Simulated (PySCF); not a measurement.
Consider C$_{4}$H$_{11}$FSi$_{2}$.

```yaml
atoms:
  - { symbol: F, position_ang: [-3.4597, -0.6340, 1.1914] }
  - { symbol: C, position_ang: [-2.8132, 0.5152, 0.8117] }
  - { symbol: C, position_ang: [-1.5205, 0.2400, 0.1084] }
  - { symbol: C, position_ang: [-1.0245, -0.9623, -0.1426] }
  - { symbol: Si, position_ang: [0.5937, -1.3092, -1.0363] }
  - { symbol: C, position_ang: [1.7217, 0.2209, -1.0121] }
  - { symbol: Si, position_ang: [2.3511, 0.7609, 0.6972] }
  - { symbol: H, position_ang: [-3.5046, 1.0658, 0.1597] }
  - { symbol: H, position_ang: [-2.6434, 1.0974, 1.7270] }
  - { symbol: H, position_ang: [-1.0007, 1.1425, -0.1842] }
  - { symbol: H, position_ang: [-1.6048, -1.8180, 0.1794] }
  - { symbol: H, position_ang: [1.2601, -2.4382, -0.3747] }
  - { symbol: H, position_ang: [0.2885, -1.6797, -2.4286] }
  - { symbol: H, position_ang: [2.5837, 0.0182, -1.6482] }
  - { symbol: H, position_ang: [1.2008, 1.0568, -1.4803] }
  - { symbol: H, position_ang: [3.1614, 1.9769, 0.5554] }
  - { symbol: H, position_ang: [3.1792, -0.2961, 1.2796] }
  - { symbol: H, position_ang: [1.2223, 1.0490, 1.5855] }
```

Geometry: GFN2-xTB.

These are results of PBE0/pcSseg-1, SCF density, gas phase, non-relativistic in PySCF 2.14.0, not measurements.

Question: What will maps of the electron density and electron localisation function show?

Answer: C–C (1.32 Å): ρ is about 2.3 e/Å³ halfway; the ELF peaks at about 0.90 between the atoms: a short, multiple covalent bond.
C–F (1.37 Å): the density is about 2.1 e/Å³ at the midpoint, with its minimum of 1.7 e/Å³ about 0.5 Å from C; the ELF peaks at about 0.85 between the atoms; a polar covalent bond.
C–Si (1.88 Å): the density is about 0.94 e/Å³ at the midpoint; the ELF peaks at about 0.95 between the atoms: localised, covalent bonding.
C–H (1.08 Å): the density is about 2 e/Å³ at the midpoint; the ELF climbs to about 1 towards the hydrogen, as it does in any bond to H (an ordinary covalent bond to hydrogen).

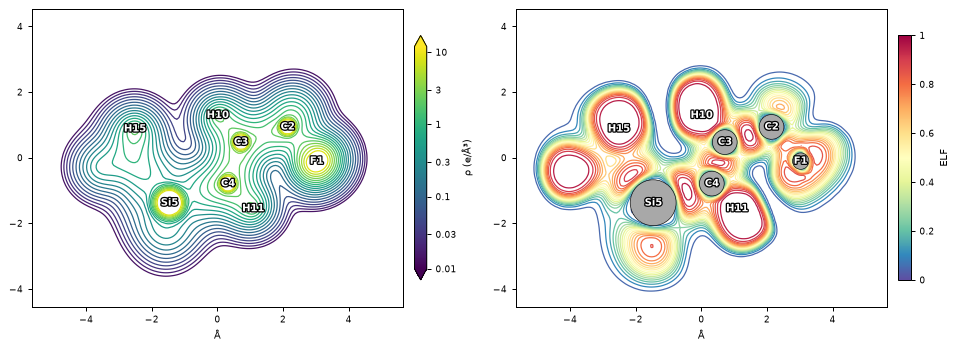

Computed electron density and electron localisation function on the plane of atoms C3, C4 and Si5, in this order. Grey discs cover the atomic cores in the ELF map. 
